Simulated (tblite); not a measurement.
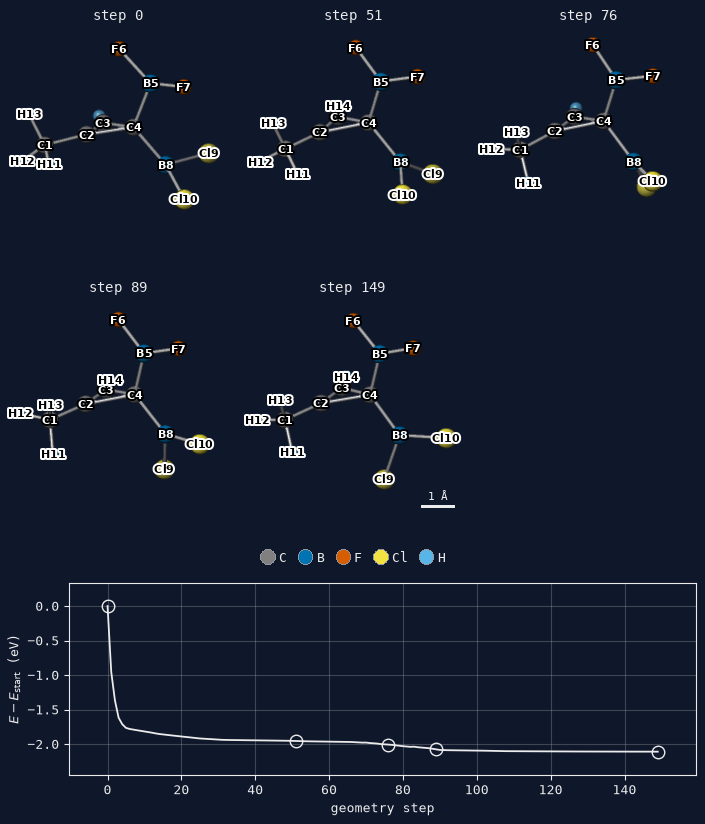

Frames of a relaxation of C₄H₄B₂Cl₂F₂, marked on the history of the run. A ball-and-stick model, seen at a tilt.

Method: GFN2-xTB geometry optimisation, gas phase in tblite. 

> Describe the path.

The energy falls by 2.109 eV in 149 geometry steps. The largest move after the best rigid fit is that of Cl9, 2.57 Å. Largest moves by element: Cl 2.57 Å, H 0.95 Å, F 0.38 Å, B 0.31 Å, C 0.30 Å. Near-neighbour distances that change, for instance: B8–Cl10 1.867 → 1.714 Å, B8–Cl9 1.872 → 1.732 Å, B5–F7 1.454 → 1.318 Å, B5–F6 1.454 → 1.325 Å. Among the angles between lasting bonds that change: C1–C2–C4 154.7° → 135.9°, C1–C2–C3 140.9° → 158.5°, C4–C3–H14 147.2° → 137.3°. Groups turn about C1–C2 by about 35°. Cost: 4.6 s on 1 thread of Intel(R) Xeon(R) Processor @ 2.50GHz, with other jobs on the host. From step 0 to 51: Cl9 moves most (0.74 Å), energy −1.955 eV. From step 51 to 76: Cl9 moves most (0.74 Å), energy −0.051 eV. From step 76 to 89: Cl10 moves most (0.64 Å), energy −0.068 eV. From step 89 to 149: Cl9 moves most (0.64 Å), energy −0.035 eV.
